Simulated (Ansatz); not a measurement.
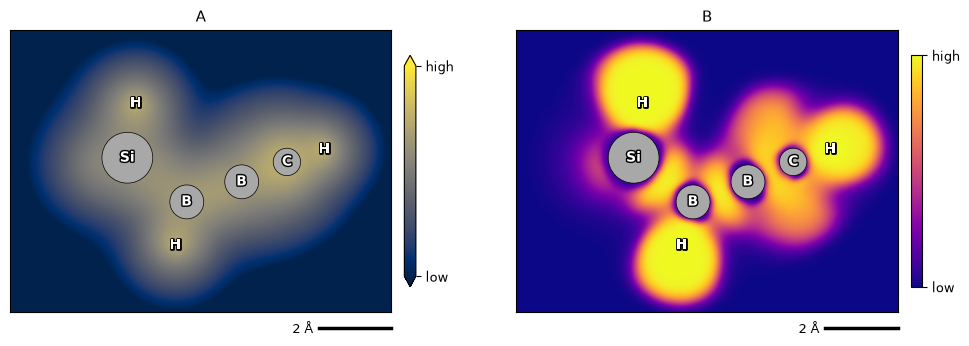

CH$_{5}$B$_{2}$Si (SMILES [CH-]=BB[SiH3]) (charge −1): 2 fields on the plane of atoms B2, B3 and Si4, with unlabelled colour scales. Grey discs cover the atomic cores.

The highest occupied orbital lies above zero, a sign that basis and functional describe the outermost electron poorly.

All numbers below come from RKS BLYP/cc-pVDZ (Ansatz 0.2.0).

```csv
atom,x (Å),y (Å),z (Å)
C,-1.7464,1.9000,-1.1480
B,-0.9339,0.8197,-1.0089
B,0.0445,-0.4308,-0.7463
Si,0.9567,-0.7817,1.0431
H,-2.4111,2.7356,-1.3509
H,0.3305,-1.2884,-1.5805
H,0.5806,-2.1205,1.6904
H,0.7317,0.2278,2.1588
H,2.4841,-0.9002,0.9684
```

Which field does each panel show? The fields are: electron density and electron localisation function.

Panel A: electron density. Panel B: electron localisation function. From the grid: C–B (1.36 Å): ρ at the midpoint is about 1.8 e/Å³; the ELF peaks at about 0.90 between the atoms: a covalent bond. B–B (1.61 Å): ρ at the midpoint is about 1.1 e/Å³; the ELF peaks at about 0.95 between the atoms (a covalent bond).
